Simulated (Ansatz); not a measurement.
**Two runs on C$_{2}$H$_{7}$BFGa**

System: C$_{2}$H$_{7}$BFGa, SMILES [BH2][GaH][CH2]CF.
Method of run 1: RKS wB97X-V/def2-TZVPP (Ansatz 0.2.0).

The geometry comes from this level: PBE0-D4/def2-TZVP. Text and figures count atoms from 1; the logs count them from 0 in places.

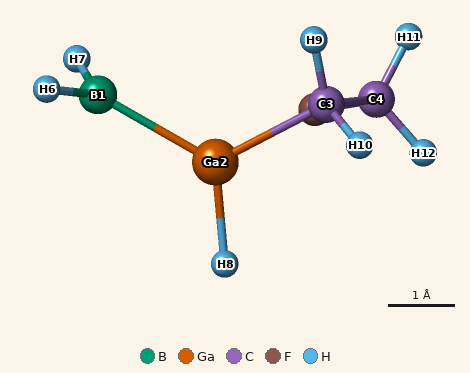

The input geometry (ball-and-stick view, seen at a tilt; atoms are numbered from 1 in the order of the input). Sticks mark near contacts.

**The input, run 1**
```yaml
crystal:
  periodic: [false, false, false]
  atoms:
    - {symbol: B, position_ang: [-2.527416, -0.258706, 0.309596]}
    - {symbol: Ga, position_ang: [-0.531430, -0.719860, 0.597165]}
    - {symbol: C, position_ang: [0.928567, 0.665670, 0.472051]}
    - {symbol: C, position_ang: [1.550224, 0.252341, -0.827701]}
    - {symbol: F, position_ang: [0.603903, -0.575063, -1.524027]}
    - {symbol: H, position_ang: [-3.235142, 0.109640, 1.205168]}
    - {symbol: H, position_ang: [-3.049984, -0.337830, -0.766086]}
    - {symbol: H, position_ang: [-0.026522, -2.147114, 1.044191]}
    - {symbol: H, position_ang: [0.531231, 1.680121, 0.440477]}
    - {symbol: H, position_ang: [1.629463, 0.583290, 1.303414]}
    - {symbol: H, position_ang: [1.769795, 1.065722, -1.521302]}
    - {symbol: H, position_ang: [2.434409, -0.373311, -0.699046]}
basis:
  gaussian: {orbitals: def2-TZVPP}
hamiltonian: {xc: {name: wB97X-V}}
output: {orbitals: {seedname: orbitals}}
```

Command:
```bash
ansatz run in.yaml --threads 4 --pin off --events-out ev --progress --plain --max-ram 10444MiB
```

Hardware: 4 threads of Arm Neoverse V1, 23 GiB of memory available, shared host.

**Output (run 1)**
```
Functional definition: wB97X-V
  parameter omega = 0.3/bohr
  parameter cx = 0.167
  parameter cx1 = 0.603
  parameter cx2 = 1.194
  parameter css0 = 0.556
  parameter css1 = -0.257
  parameter cos0 = 1.219
  parameter cos1 = -1.850
  parameter b = 6.0
  parameter c = 0.01
  exchange = spin_sum(e_x_unif_sr(omega)*poly(b97_u_x, 1 - cx, cx1, cx2)) + cx*exact_x_sr(omega) + exact_x_lr(omega)
  correlation = spin_sum(e_c_pw_same_spin*poly(b97_u_same, css0, css1))
      + integral(e_c_pw_opposite_spin*poly(b97_u_opposite, cos0, cos1)) + vv10(b, c)
1501 factors; their error is unknown
378 factors; integrals over basis functions are off by at most 8.9e-6 eV
mean field evaluation 1: about -57949.9865 eV, gradient 4.4e1 eV
mean field evaluation 2: about -57951.4365 eV, gradient 3.9e1 eV
mean field evaluation 4: about -57953.6074 eV, gradient 2.2e0 eV
mean field evaluation 8: about -57953.7308 eV, gradient 9.6e-2 eV
mean field evaluation 16: about -57953.7308 eV, gradient 4.6e-5 eV
mean field -57953.73083817 eV, -2129.7603258529 hartree, gradient 4.6e-5 eV, S^2 0.000000; 0 other end points of the search recorded, 0 dependent functions left out
reference -57953.73083568 eV, -2129.7603257615 hartree; 32, 32 occupied and 238, 238 virtual orbitals, 1501 factors
Total energy: -57953.73083568 eV, -2129.7603257615 hartree
```

For run 2 the input was changed thus:
```diff
-hamiltonian: {xc: {name: wB97X-V}}
+hamiltonian: {xc: pbe0, dispersion: d4}
```

How does run 2 compare with run 1?

The total energies belong to different models, so their difference says nothing on which is more stable or more accurate. The HOMO goes from −9.51 to −7.21 eV. The LUMO goes from 0.13 to −2.05 eV. On the same kind of shared host run 2 took about 0.41 times as long.

**Output (run 2)**
```
Functional definition: PBE0
  parameter a = 0.25
  parameter kappa = 0.804
  parameter beta = 0.06672455060314922
  exchange = (1 - a)*pbe_x(kappa = kappa, mu = beta*pi^2/3) + a*exact_x
  correlation = pbe_c(beta = beta)
1511 factors; their error is unknown
mean field evaluation 1: about -57939.8410 eV, gradient 5.7e1 eV
mean field evaluation 2: about -57936.3106 eV, gradient 6.9e1 eV
mean field evaluation 4: about -57946.6740 eV, gradient 2.6e0 eV
mean field evaluation 8: about -57946.6914 eV, gradient 4.2e-2 eV
mean field evaluation 16: about -57946.8721 eV, gradient 1.0e-4 eV
mean field -57946.87209691 eV, -2129.5082717609 hartree, gradient 2.7e-5 eV, S^2 0.000000; 0 other end points of the search recorded, 0 dependent functions left out
reference -57946.87213470 eV, -2129.5082731495 hartree; 32, 32 occupied and 238, 238 virtual orbitals, 1511 factors
Total energy: -57947.06834659 eV, -2129.5154838037 hartree
```

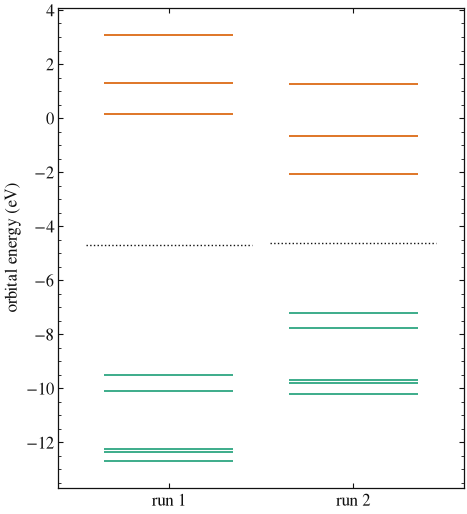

The five highest filled and three lowest empty orbital energies of the two runs; the dotted lines part filled from empty levels. The HOMO–LUMO gap is 9.65 eV in run 1 and 5.16 eV in run 2.

**The two runs side by side**

| quantity | run 1 | run 2 |
| --- | --- | --- |
| outcome | converged | converged |
| total energy (hartree) | −2129.760326 | −2129.515484 |
| HOMO (eV) | −9.51 | −7.21 |
| LUMO (eV) | 0.13 | −2.05 |
| basis functions | 270 | 270 |
| wall time (shared host) | 11 s | 4.3 s |
